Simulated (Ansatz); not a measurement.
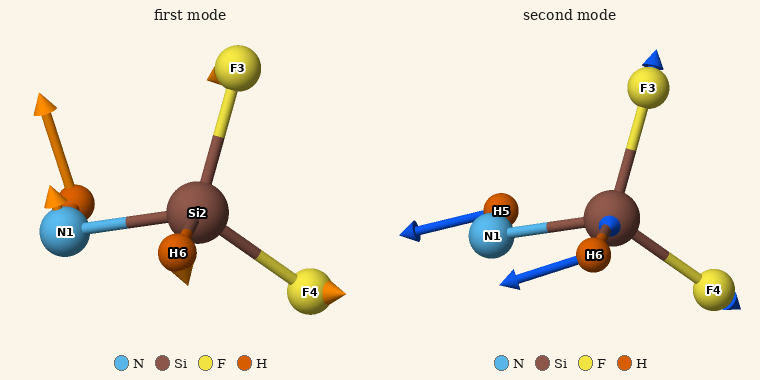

The system is F₂H₂NSi, SMILES [NH][SiH](F)F, spin multiplicity 2; the picture shows the reference structure; its two panels give the patterns of the first and the second mode as arrows. Coordinates scanned: (1) normal mode 2 (250 cm⁻¹); (2) normal mode 6 (836 cm⁻¹). Nothing is relaxed (straight displacements along the two mass-weighted modes). The scan uses a 15 × 15 grid. All energies are given in cm⁻¹ relative to the relaxed molecule at the same level. All numbers below come from UHF-MP2, frozen core/def2-SVP in Ansatz.

Its coordinates:

```yaml
atoms:
  - { symbol: N, position_ang: [-0.3733, 1.1607, -0.6296] }
  - { symbol: Si, position_ang: [0.1264, -0.1906, 0.3597] }
  - { symbol: F, position_ang: [1.4883, -0.8262, -0.2351] }
  - { symbol: F, position_ang: [-1.0120, -1.3376, 0.3281] }
  - { symbol: H, position_ang: [-0.5430, 0.9177, -1.6116] }
  - { symbol: H, position_ang: [0.3557, 0.2119, 1.7423] }
```

Range: normal mode 2 (250 cm⁻¹) from −0.849 to 0.849 amu½·Å; normal mode 6 (836 cm⁻¹) from −0.483 to 0.483 amu½·Å.

### Predict the map.

The lowest grid point is at normal mode 2 (250 cm⁻¹) = 0.000 amu½·Å, normal mode 6 (836 cm⁻¹) = 0.000 amu½·Å, 1 cm⁻¹ from the relaxed molecule at the same level. No other kind of well shows on this grid. The highest grid point, normal mode 2 (250 cm⁻¹) = −0.849 amu½·Å, normal mode 6 (836 cm⁻¹) = 0.483 amu½·Å, lies 3938 cm⁻¹ above the lowest.

```tsv
normal mode 6 (836 cm⁻¹) ↓, normal mode 2 (250 cm⁻¹) →	−0.849	−0.728	−0.607	−0.485	−0.364	−0.243	−0.121	0.000	0.121	0.243	0.364	0.485	0.607	0.728	0.849
0.483	3939	3439	3053	2765	2561	2426	2349	2324	2349	2425	2560	2764	3051	3437	3936
0.414	3246	2765	2396	2124	1932	1807	1736	1714	1736	1806	1931	2123	2394	2762	3243
0.345	2650	2186	1834	1576	1397	1280	1216	1195	1216	1280	1396	1575	1832	2184	2647
0.276	2152	1705	1368	1124	955	847	788	769	788	847	955	1123	1367	1703	2150
0.207	1754	1322	999	767	608	508	453	435	453	507	608	766	998	1320	1752
0.138	1456	1038	727	506	356	262	211	195	211	262	356	505	726	1037	1454
0.069	1260	854	554	343	200	112	65	50	65	112	200	342	554	853	1259
0.000	1169	773	483	279	143	59	15	1	15	59	143	279	482	773	1168
−0.069	1183	797	514	317	186	106	64	51	64	106	186	317	514	797	1183
−0.138	1307	928	652	460	333	256	215	202	215	255	333	460	652	928	1307
−0.207	1543	1170	899	710	586	511	471	458	471	510	586	710	899	1170	1543
−0.276	1893	1525	1258	1072	949	875	836	823	835	875	949	1072	1258	1526	1894
−0.345	2362	1998	1733	1548	1427	1353	1313	1301	1313	1353	1427	1548	1733	1999	2364
−0.414	2953	2592	2328	2144	2022	1948	1908	1896	1908	1948	2022	2144	2328	2593	2955
−0.483	3669	3310	3047	2863	2741	2666	2625	2613	2625	2666	2741	2863	3048	3312	3672
```

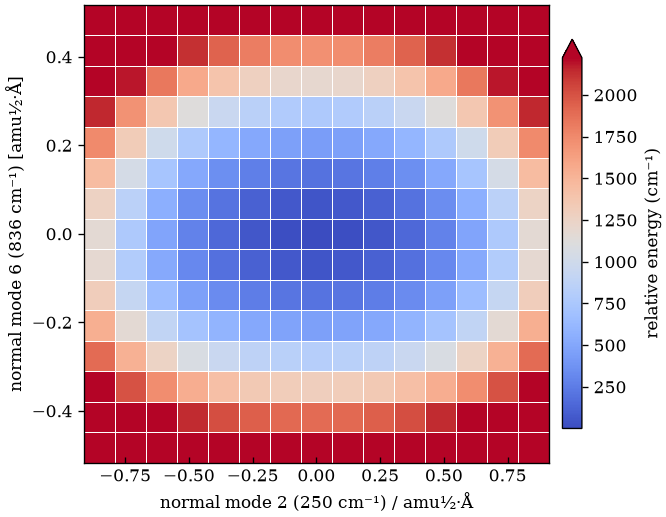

In the figure: one coloured cell a grid point, one colour for all values above the top of the scale.

Time for the 225 points that were run: 5.7 min on 1 thread of AMD EPYC 9R45 96-Core Processor (Zen 5) (shared host).
